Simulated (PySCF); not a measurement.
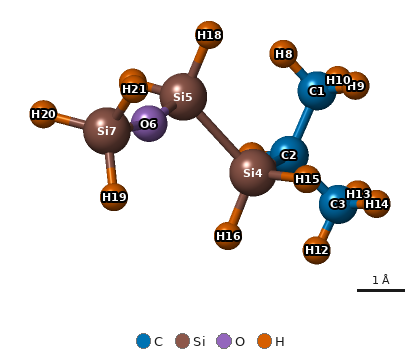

The starting structure (ball-and-stick view, seen at a tilt; atoms are numbered from 1 in the order of the input). Bond lengths as drawn: C–C 1.50 to 1.54 Å, C–H 1.08 to 1.12 Å, C–Si 1.95 Å, H–Si 1.45 to 1.48 Å, O–Si 1.62 to 1.63 Å and Si–Si 2.27 Å.

## Run report: C$_{3}$H$_{14}$OSi$_{3}$, geometry relaxation (part 1 of 2)

- system: C$_{3}$H$_{14}$OSi$_{3}$
- method: PBE0-D3(BJ)/def2-SVP geometry optimisation, gas phase (PySCF 2.14.0)

It belongs to a series of runs on one base structure; here: H on Si replaced by iPr.

### Input file
```
{"job": {"xc": "PBE0", "basis": "def2-SVP", "d3": "d3bj", "grid": 1, "shake": 0.01, "kind": "geom"}, "charge": 0, "multiplicity": 1}
C     -2.182270     1.193280     0.526550
C     -1.915610    -0.262360     0.268920
C     -3.008060    -0.861070    -0.631880
Si    -0.132700    -0.501740    -0.484010
Si     1.421130     0.462930     0.861380
O      2.834830    -0.036760     0.255880
Si     4.418010    -0.233330    -0.069810
H     -1.459900     1.656220     1.202940
H     -2.169750     1.783020    -0.391800
H     -3.198230     1.346680     0.963300
H     -1.962810    -0.777130     1.246000
H     -2.803390    -1.917980    -0.778450
H     -4.003590    -0.732400    -0.186390
H     -3.011240    -0.361890    -1.585160
H     -0.215320     0.045980    -1.846430
H     -0.004470    -1.942880    -0.680870
H      1.439350     0.078010     2.284380
H      1.485160     1.944770     0.869860
H      4.445280    -1.342810    -1.023880
H      5.074530    -0.542100     1.183070
H      4.877910     1.023810    -0.651190
```

The first line tells a small driver script what to run in PySCF; the rest is the geometry in Å.

Run on 1 CPU thread, shared host.

Launched with:
```bash
OMP_NUM_THREADS=1 python <driver script> task.json out
```

### Output
```
step   0  E = -1065.49519819  max force = 0.043104
step   1  E = -1065.51036306  max force = 0.014541
step   2  E = -1065.51117812  max force = 0.004311
step   3  E = -1065.51133368  max force = 0.000883
step   4  E = -1065.51136373  max force = 0.000881
step   5  E = -1065.51140531  max force = 0.001133
step   6  E = -1065.51143792  max force = 0.001160
step   7  E = -1065.51150777  max force = 0.001337
step   8  E = -1065.51159460  max force = 0.001407
step   9  E = -1065.51168708  max force = 0.001346
step  10  E = -1065.51181940  max force = 0.000696
step  11  E = -1065.51183677  max force = 0.000420
step  12  E = -1065.51185716  max force = 0.000346
step  13  E = -1065.51186034  max force = 0.000288
optimisation converged
```

### Trajectory as extended XYZ (Å, eV, eV/Å), 14 frames, from step=0 to step=13
```
21
Properties=species:S:1:pos:R:3:forces:R:3 step=0 energy=-28993.60114
C    -2.1823    1.1933    0.5265   -0.7731   0.5667   0.3180
C    -1.9156   -0.2624    0.2689    0.1394  -0.3312  -0.2630
C    -3.0081   -0.8611   -0.6319    0.6561   0.0732   0.9715
Si   -0.1327   -0.5017   -0.4840   -2.2165  -0.0508   0.3639
Si    1.4211    0.4629    0.8614    0.3921   0.6337   0.5545
O     2.8348   -0.0368    0.2559    0.4416  -0.3920  -0.4396
Si    4.4180   -0.2333   -0.0698   -0.7270   0.0033  -0.2321
H    -1.4599    1.6562    1.2029    0.1997   0.1246   0.2857
H    -2.1698    1.7830   -0.3918    0.0634   0.1882  -0.4021
H    -3.1982    1.3467    0.9633    0.3778  -0.0469  -0.0520
H    -1.9628   -0.7771    1.2460    0.2193  -0.1528  -0.0491
H    -2.8034   -1.9180   -0.7784   -0.1780  -0.5071  -0.2186
H    -4.0036   -0.7324   -0.1864   -0.1185  -0.0703   0.0967
H    -3.0112   -0.3619   -1.5852   -0.0429   0.3174  -0.8868
H    -0.2153    0.0460   -1.8464    0.2432   0.4208  -0.4426
H    -0.0045   -1.9429   -0.6809    0.4691  -0.7289   0.0624
H     1.4393    0.0780    2.2844   -0.4641  -0.2308   0.4640
H     1.4852    1.9448    0.8699   -0.4227   0.3607  -0.0872
H     4.4453   -1.3428   -1.0239    0.4616  -0.4049  -0.3838
H     5.0745   -0.5421    1.1831    0.7255  -0.2274   0.6384
H     4.8779    1.0238   -0.6512    0.5542   0.4544  -0.2983
21
Properties=species:S:1:pos:R:3:forces:R:3 step=1 energy=-28994.01380
C    -2.2477    1.2291    0.5458   -0.0649   0.1252  -0.0332
C    -1.9718   -0.2490    0.2806    0.0560   0.1115   0.0218
C    -3.0497   -0.8593   -0.6163    0.1803   0.0468   0.0002
Si   -0.2211   -0.5054   -0.4674   -0.7477  -0.1356   0.0531
Si    1.4513    0.4465    0.8416    0.4622   0.0412  -0.0127
O     2.9081   -0.0589    0.2229   -0.0746   0.0114   0.0066
Si    4.5180   -0.2413   -0.0822   -0.2239   0.0074   0.0010
H    -1.5134    1.6878    1.2268    0.0083  -0.0196   0.0426
H    -2.2342    1.8178   -0.3859    0.0368  -0.0060  -0.0507
H    -3.2474    1.3734    0.9910    0.0292  -0.0198   0.0317
H    -1.9972   -0.7712    1.2551    0.1190  -0.0703  -0.0356
H    -2.8698   -1.9310   -0.7866   -0.0743  -0.0403  -0.0330
H    -4.0508   -0.7416   -0.1690   -0.0006  -0.0316   0.0115
H    -3.0679   -0.3587   -1.5988   -0.0217  -0.0400  -0.0121
H    -0.2415    0.0884   -1.8398    0.1269   0.0958  -0.0574
H    -0.0009   -1.9739   -0.6358    0.1476  -0.0675   0.0348
H     1.3594    0.0303    2.2759   -0.0811  -0.0403   0.0278
H     1.4077    1.9429    0.8213   -0.0772   0.0244  -0.0141
H     4.6926   -1.3593   -1.0494    0.0476  -0.0445  -0.0288
H     5.2429   -0.5565    1.1802    0.0808  -0.0072   0.0555
H     5.0631    1.0109   -0.6773    0.0713   0.0591  -0.0089
21
Properties=species:S:1:pos:R:3:forces:R:3 step=2 energy=-28994.03598
C    -2.2383    1.2367    0.5462   -0.0221   0.0346  -0.0252
C    -1.9741   -0.2459    0.2806   -0.0203   0.0663   0.0072
C    -3.0572   -0.8606   -0.6062    0.0343   0.0247   0.0165
Si   -0.2465   -0.5144   -0.4766   -0.2217  -0.0843  -0.0527
Si    1.4492    0.4359    0.8250    0.1521   0.0143  -0.0090
O     2.9080   -0.0628    0.2119   -0.0352   0.0127  -0.0010
Si    4.5216   -0.2320   -0.0776   -0.0406   0.0083   0.0047
H    -1.4928    1.6861    1.2223   -0.0053  -0.0181   0.0082
H    -2.2257    1.8221   -0.3890    0.0179  -0.0205   0.0046
H    -3.2302    1.3872    1.0053    0.0076  -0.0112   0.0051
H    -1.9784   -0.7751    1.2516    0.0536  -0.0239  -0.0113
H    -2.8895   -1.9347   -0.7800   -0.0139  -0.0069   0.0061
H    -4.0531   -0.7443   -0.1468   -0.0161  -0.0149  -0.0022
H    -3.0911   -0.3662   -1.5912   -0.0035  -0.0069  -0.0011
H    -0.2361    0.0915   -1.8493    0.0585   0.0295   0.0080
H     0.0055   -1.9830   -0.6413    0.0482   0.0031   0.0272
H     1.3321    0.0127    2.2580   -0.0076  -0.0165   0.0011
H     1.3785    1.9328    0.8065   -0.0060  -0.0001  -0.0068
H     4.7274   -1.3479   -1.0462    0.0012   0.0008   0.0066
H     5.2462   -0.5441    1.1912    0.0103   0.0058   0.0011
H     5.0743    1.0271   -0.6617    0.0085   0.0034   0.0128
21
Properties=species:S:1:pos:R:3:forces:R:3 step=3 energy=-28994.04021
C    -2.2336    1.2376    0.5462    0.0090  -0.0056   0.0046
C    -1.9778   -0.2457    0.2787   -0.0294   0.0136  -0.0096
C    -3.0730   -0.8605   -0.5919   -0.0168  -0.0077   0.0112
Si   -0.2616   -0.5235   -0.4925    0.0181  -0.0203  -0.0454
Si    1.4505    0.4256    0.8032   -0.0151   0.0045   0.0132
O     2.9126   -0.0649    0.1973   -0.0167  -0.0066  -0.0311
Si    4.5306   -0.2184   -0.0704    0.0246   0.0087   0.0158
H    -1.4788    1.6795    1.2167   -0.0051   0.0010   0.0013
H    -2.2239    1.8204   -0.3900    0.0038  -0.0007   0.0067
H    -3.2193    1.3910    1.0166   -0.0035  -0.0017  -0.0074
H    -1.9629   -0.7786    1.2477    0.0198  -0.0020   0.0031
H    -2.9118   -1.9359   -0.7650    0.0037  -0.0005   0.0057
H    -4.0640   -0.7447   -0.1207    0.0015   0.0019  -0.0004
H    -3.1208   -0.3702   -1.5783    0.0022   0.0009   0.0010
H    -0.2306    0.0893   -1.8627    0.0065   0.0021   0.0124
H     0.0075   -1.9901   -0.6519   -0.0062   0.0077   0.0153
H     1.3264   -0.0038    2.2345    0.0106  -0.0015   0.0002
H     1.3716    1.9222    0.7865    0.0086   0.0011  -0.0005
H     4.7622   -1.3300   -1.0379   -0.0059   0.0033   0.0030
H     5.2436   -0.5262    1.2070   -0.0054   0.0035  -0.0055
H     5.0830    1.0478   -0.6404   -0.0044  -0.0017   0.0064
21
Properties=species:S:1:pos:R:3:forces:R:3 step=4 energy=-28994.04103
C    -2.2285    1.2356    0.5464    0.0066  -0.0130   0.0076
C    -1.9771   -0.2478    0.2769   -0.0123  -0.0003  -0.0101
C    -3.0811   -0.8633   -0.5819   -0.0150  -0.0081   0.0094
Si   -0.2660   -0.5290   -0.5049    0.0453   0.0022  -0.0207
Si    1.4488    0.4209    0.7897   -0.0321   0.0054   0.0221
O     2.9132   -0.0643    0.1865   -0.0074  -0.0164  -0.0451
Si    4.5346   -0.2067   -0.0660    0.0226   0.0091   0.0192
H    -1.4697    1.6758    1.2134   -0.0034   0.0011   0.0010
H    -2.2224    1.8189   -0.3893    0.0010   0.0040   0.0018
H    -3.2116    1.3899    1.0221   -0.0054   0.0020  -0.0068
H    -1.9511   -0.7809    1.2456    0.0089   0.0029   0.0045
H    -2.9228   -1.9394   -0.7536    0.0050   0.0016   0.0036
H    -4.0676   -0.7456   -0.1017    0.0022   0.0036   0.0003
H    -3.1378   -0.3753   -1.5690    0.0017   0.0001   0.0007
H    -0.2328    0.0854   -1.8740   -0.0047  -0.0039   0.0050
H     0.0039   -1.9956   -0.6602   -0.0118   0.0019   0.0065
H     1.3261   -0.0120    2.2204    0.0050   0.0033   0.0000
H     1.3687    1.9175    0.7748    0.0025   0.0008   0.0017
H     4.7817   -1.3148   -1.0335   -0.0029   0.0026   0.0001
H     5.2373   -0.5127    1.2174   -0.0032   0.0010  -0.0028
H     5.0841    1.0646   -0.6267   -0.0024   0.0000   0.0020
21
Properties=species:S:1:pos:R:3:forces:R:3 step=5 energy=-28994.04216
C    -2.2168    1.2286    0.5468   -0.0022  -0.0100   0.0054
C    -1.9726   -0.2551    0.2737    0.0177  -0.0153  -0.0032
C    -3.0958   -0.8732   -0.5573   -0.0028  -0.0053   0.0036
Si   -0.2728   -0.5417   -0.5329    0.0479   0.0288   0.0245
Si    1.4433    0.4115    0.7593   -0.0251   0.0076   0.0284
O     2.9128   -0.0611    0.1581   -0.0046  -0.0275  -0.0583
Si    4.5421   -0.1754   -0.0572    0.0106   0.0093   0.0223
H    -1.4502    1.6663    1.2062   -0.0005   0.0010   0.0017
H    -2.2190    1.8130   -0.3881   -0.0012   0.0059  -0.0043
H    -3.1946    1.3846    1.0324   -0.0034   0.0039  -0.0032
H    -1.9226   -0.7864    1.2428   -0.0091   0.0072   0.0040
H    -2.9424   -1.9506   -0.7250    0.0019   0.0009  -0.0018
H    -4.0714   -0.7504   -0.0566    0.0019   0.0020   0.0006
H    -3.1727   -0.3908   -1.5458    0.0002  -0.0022  -0.0002
H    -0.2440    0.0735   -1.9008   -0.0151  -0.0113  -0.0082
H    -0.0063   -2.0089   -0.6799   -0.0108  -0.0064  -0.0098
H     1.3245   -0.0282    2.1885   -0.0048   0.0083  -0.0002
H     1.3577    1.9081    0.7497   -0.0067  -0.0001   0.0036
H     4.8275   -1.2731   -1.0254    0.0025   0.0019  -0.0036
H     5.2198   -0.4783    1.2400    0.0014  -0.0019   0.0020
H     5.0831    1.1087   -0.5959    0.0020   0.0033  -0.0031
21
Properties=species:S:1:pos:R:3:forces:R:3 step=6 energy=-28994.04305
C    -2.2074    1.2200    0.5469   -0.0081  -0.0013  -0.0017
C    -1.9668   -0.2640    0.2731    0.0311  -0.0200   0.0067
C    -3.1051   -0.8868   -0.5330    0.0079  -0.0004  -0.0040
Si   -0.2777   -0.5534   -0.5564    0.0278   0.0341   0.0478
Si    1.4386    0.4041    0.7309   -0.0036   0.0103   0.0258
O     2.9113   -0.0566    0.1265   -0.0115  -0.0330  -0.0597
Si    4.5477   -0.1405   -0.0509    0.0036   0.0096   0.0214
H    -1.4357    1.6578    1.2001    0.0014  -0.0003   0.0013
H    -2.2167    1.8046   -0.3879   -0.0018   0.0034  -0.0059
H    -3.1816    1.3772    1.0395   -0.0005   0.0024   0.0009
H    -1.8966   -0.7917    1.2431   -0.0193   0.0074   0.0025
H    -2.9547   -1.9652   -0.6962   -0.0007  -0.0003  -0.0039
H    -4.0711   -0.7598   -0.0152    0.0006  -0.0009   0.0009
H    -3.1999   -0.4108   -1.5230   -0.0010  -0.0031  -0.0007
H    -0.2600    0.0597   -1.9249   -0.0160  -0.0127  -0.0137
H    -0.0156   -2.0216   -0.6979   -0.0047  -0.0085  -0.0184
H     1.3245   -0.0416    2.1587   -0.0079   0.0088   0.0004
H     1.3446    1.9003    0.7275   -0.0089  -0.0001   0.0033
H     4.8734   -1.2255   -1.0205    0.0043   0.0021  -0.0043
H     5.2004   -0.4419    1.2593    0.0031  -0.0022   0.0042
H     5.0781    1.1570   -0.5673    0.0042   0.0049  -0.0033
21
Properties=species:S:1:pos:R:3:forces:R:3 step=7 energy=-28994.04495
C    -2.1926    1.2006    0.5468   -0.0138   0.0152  -0.0144
C    -1.9544   -0.2844    0.2766    0.0394  -0.0215   0.0242
C    -3.1169   -0.9200   -0.4827    0.0207   0.0066  -0.0211
Si   -0.2874   -0.5771   -0.5967   -0.0155   0.0266   0.0688
Si    1.4327    0.3901    0.6732    0.0313   0.0192   0.0189
O     2.9078   -0.0478    0.0530   -0.0189  -0.0421  -0.0576
Si    4.5547   -0.0629   -0.0426    0.0025   0.0111   0.0163
H    -1.4138    1.6420    1.1892    0.0039  -0.0020  -0.0009
H    -2.2140    1.7831   -0.3894   -0.0032  -0.0032  -0.0051
H    -3.1613    1.3595    1.0499    0.0045  -0.0015   0.0080
H    -1.8482   -0.8021    1.2490   -0.0320   0.0055   0.0000
H    -2.9691   -2.0002   -0.6353   -0.0046  -0.0026  -0.0046
H    -4.0655   -0.7860    0.0646   -0.0021  -0.0059   0.0020
H    -3.2447   -0.4583   -1.4759   -0.0030  -0.0030  -0.0001
H    -0.2993    0.0283   -1.9680   -0.0121  -0.0087  -0.0154
H    -0.0325   -2.0470   -0.7308    0.0069  -0.0073  -0.0246
H     1.3336   -0.0670    2.0988   -0.0073   0.0068   0.0020
H     1.3205    1.8851    0.6835   -0.0079   0.0002   0.0012
H     4.9692   -1.1148   -1.0142    0.0025   0.0022  -0.0035
H     5.1543   -0.3642    1.2930    0.0028  -0.0013   0.0057
H     5.0567    1.2643   -0.5096    0.0057   0.0058   0.0002
```
